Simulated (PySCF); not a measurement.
## Electronic structure of C$_{5}$H$_{9}$ClSi (SMILES C/C(CCl)=C1\C[SiH2]1) in real space

Input

```
{"job": {"kind": "uv", "xc": "CAM-B3LYP", "basis": "def2-SVPD", "nstates": 8, "ntriplets": 3}, "charge": 0, "multiplicity": 1}
C     -1.512046    -1.216886     0.073729
C     -0.681246     0.034015     0.058072
C     -1.443094     1.317616    -0.012513
Cl    -2.068768     1.569391    -1.683521
C      0.639656     0.030200     0.074940
C      1.742754    -0.992339     0.114739
Si     2.316214     0.817503     0.017913
H     -2.176553    -1.230064    -0.789441
H     -0.876374    -2.097053     0.045792
H     -2.126764    -1.251051     0.973489
H     -2.320802     1.311472     0.633768
H     -0.806895     2.173748     0.207136
H      1.810937    -1.651393    -0.742540
H      1.832221    -1.549399     1.039682
H      2.843541     1.427872     1.226663
H      2.819621     1.315311    -1.249318
```

Command:

```sh
OMP_NUM_THREADS=1 python probes_run.py task.json out
```

Geometry: GFN2-xTB.

Computed with CAM-B3LYP/def2-SVPD, SCF density, gas phase in PySCF 2.14.0.

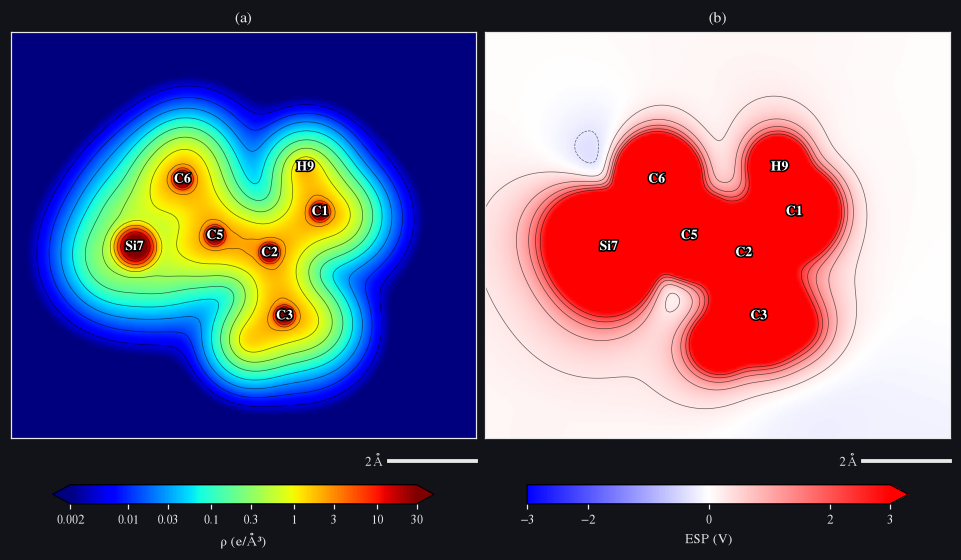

Figure 1. (a) total electron density; (b) molecular electrostatic potential on the plane of atoms C5, Si7 and C6.

### What do the fields say about this system?

Atoms in the plane: C, Si and H.
C–C (1.32 Å): the density is about 2.3 e/Å³ at the midpoint.
C–Si (1.85 Å): ρ at the midpoint is about 0.86 e/Å³.
C–H (1.09 Å): ρ at the midpoint is about 2 e/Å³.
C–C (1.49 Å): ρ at the midpoint is about 1.8 e/Å³.
C–Si (1.90 Å): the density is about 0.82 e/Å³ at the midpoint.
Outside the dense part of the molecule the potential is most negative (−0.4 V) near C6.

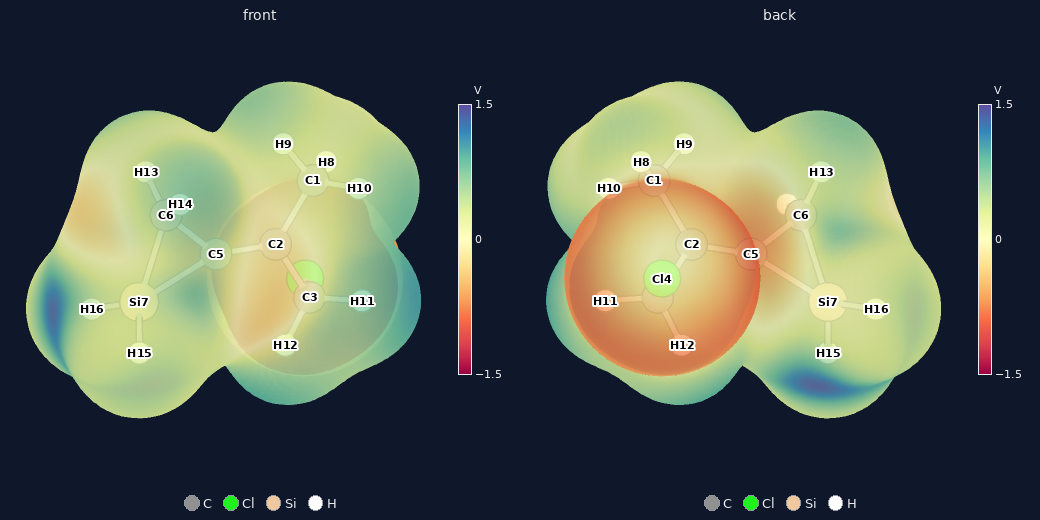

Figure 2. The molecular electrostatic potential painted on the density surface at 0.002 e/bohr³, seen from the front and from behind; red is negative and blue positive.

### Describe the electrostatic potential map.

The most negative region (about −0.9 V, or −21 kcal/mol for a unit charge) lies over Cl4, the most positive (about +1.3 V, or +30 kcal/mol for a unit charge) over Si7.
